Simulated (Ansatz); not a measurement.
**H$_{9}$NSi$_{3}$ (SMILES [SiH3]N([SiH3])[SiH3]): density, localisation and related maps**

Input file:

```
crystal:
  periodic: [false, false, false]
  atoms:
    - {symbol: N, position_ang: [-1.229723, -0.603002, -0.966043]}
    - {symbol: Si, position_ang: [-2.397871, -1.623845, -1.784114]}
    - {symbol: Si, position_ang: [0.344472, -1.244151, -0.534332]}
    - {symbol: Si, position_ang: [-1.635829, 1.058728, -0.579633]}
    - {symbol: H, position_ang: [-1.880362, -2.106681, -3.100664]}
    - {symbol: H, position_ang: [-2.757844, -2.817958, -0.960165]}
    - {symbol: H, position_ang: [-3.622899, -0.797783, -2.011801]}
    - {symbol: H, position_ang: [0.382078, -2.666855, -0.991985]}
    - {symbol: H, position_ang: [1.448578, -0.486034, -1.198067]}
    - {symbol: H, position_ang: [0.571586, -1.197855, 0.942336]}
    - {symbol: H, position_ang: [-1.942354, 1.850849, -1.809657]}
    - {symbol: H, position_ang: [-0.448246, 1.655490, 0.104797]}
    - {symbol: H, position_ang: [-2.818345, 1.138971, 0.331163]}
basis:
  gaussian:
    orbitals: def2-TZVPD
hamiltonian:
  xc: {name: PBE0}
output:
  forces: true
  orbitals: {seedname: orbitals}
```

Run with:

```sh
ansatz run input.yaml --threads 2 --pin off --max-ram 4350MiB --events-out events.jsonl --progress --plain --runs-dir runs
```

Geometry: PBE0-D3(BJ)/def2-SVP.

The calculation used isolated molecule in a Gaussian basis; Kohn-Sham density functional theory, functional PBE0 (Ansatz).

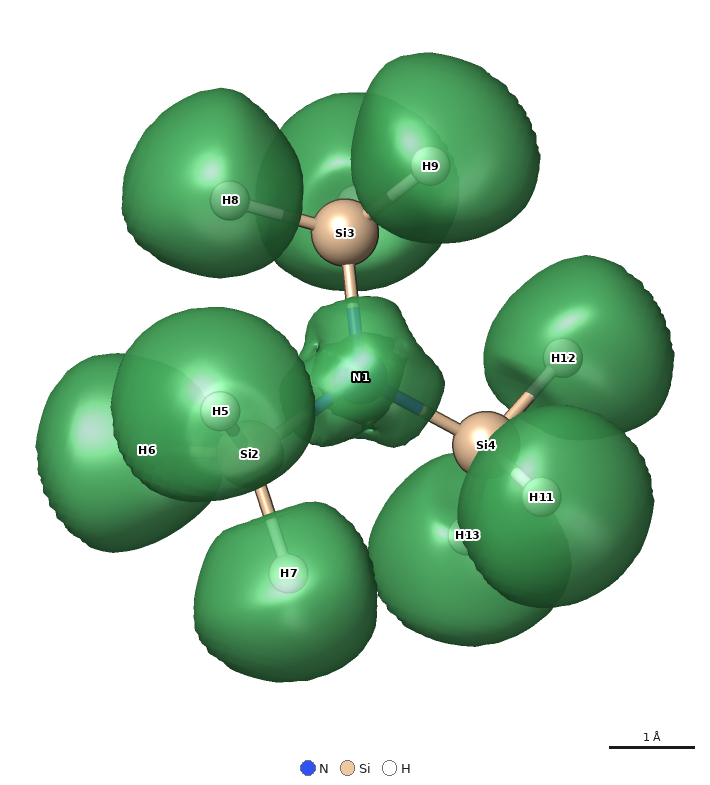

Figure 1. Isosurface of the electron localisation function at 0.75 (green), seen at a tilt. Core shells and regions of very low density are left out.

### Identify the bonds, lone pairs and shells in this picture.

The surface consists of nine regions around hydrogen nuclei and one region on N in which the atom's valence shell and bonds are merged. Along the contacts the grid gives the following. Si–N (1.75 Å): the ELF peaks at about 0.90 between the atoms, as expected for a shared but strongly polarised pair. Si–H (1.49 Å): the ELF climbs to about 1 towards the hydrogen, as it does in any bond to H.

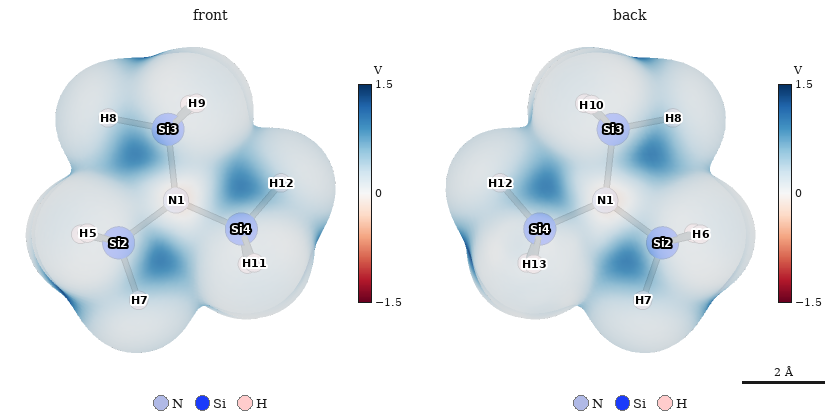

Figure 2. The electrostatic potential painted on the density surface at 0.002 e/bohr³, seen from the front and from behind; the colour scale runs from red (negative) to blue (positive).

### Describe the electrostatic potential map.

The most negative region (about −0.1 V) lies over N1, the most positive (about +1.3 V, or +30 kcal/mol for a unit charge) over Si2, Si3 and Si4.

### What dipole moment does the calculation give?

Its dipole moment is zero.

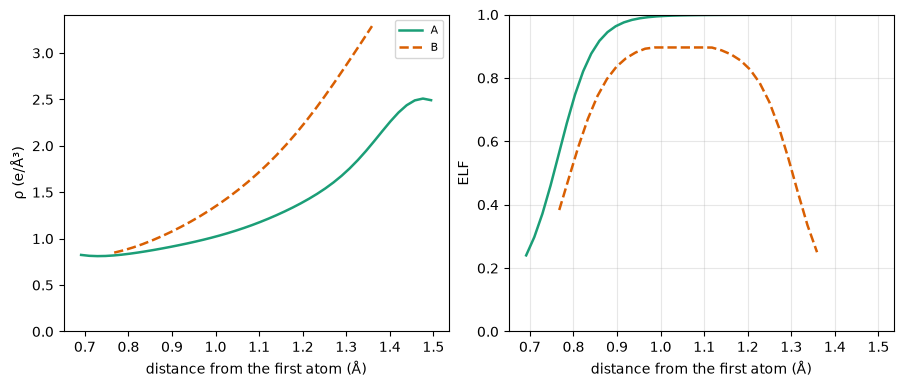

Figure 3. Total electron density and electron localisation function along straight lines between neighbouring atoms. The curves leave out the atomic cores.

### Which curve belongs to which contact (Si–H and Si–N)? The first atom named is at distance zero.

Curve A: Si–H (1.49 Å): ρ at the midpoint is about 0.81 e/Å³; the ELF climbs to about 1 towards the hydrogen. Curve B: Si–N (1.75 Å): the density is about 1 e/Å³ at the midpoint; the ELF peaks at about 0.90 between the atoms, as expected for a polar covalent bond.
